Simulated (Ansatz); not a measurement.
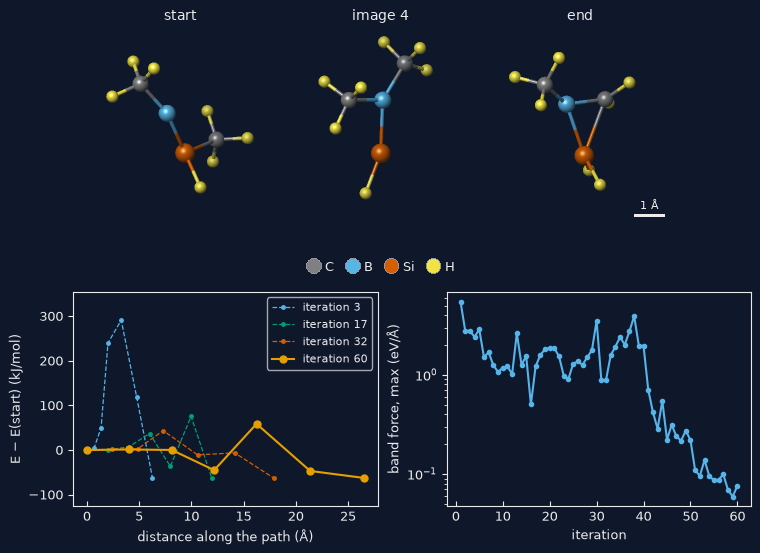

A search for the minimum-energy path of C₂H₇BSi by the nudged elastic band. Images are numbered from 0 (start) to 6 (end). The plot follows the band through its iterations. A ball-and-stick model, seen from a free direction.

Theory: Ansatz, UKS B3LYP-D4/cc-pVDZ. Run with 5 movable images; climbing image; force threshold 0.03 eV/Å; iteration limit 60; starting path through a guess of the saddle point.

### How did the profile develop, and is the result final?

The result isn't final. The band hadn't converged when the run stopped after 60 iterations. The largest component of the band force went from 5.5 to 0.076 eV/Å. The barrier read from it is provisional, though the highest image hardly moved in the last two iterations. The first iteration put the highest image at 567.4 kJ/mol. Relative to the start the highest point is image 4 at +58.6 kJ/mol and the end lies at −62.5 kJ/mol, but the profile dips to −45.1 kJ/mol at image 3 on the way, so there may be more than one step; on an unconverged band the side maxima are provisional.

Cost: 19 min on 2 threads of Arm Neoverse V1, on a shared host, peak memory 0.27 GiB.
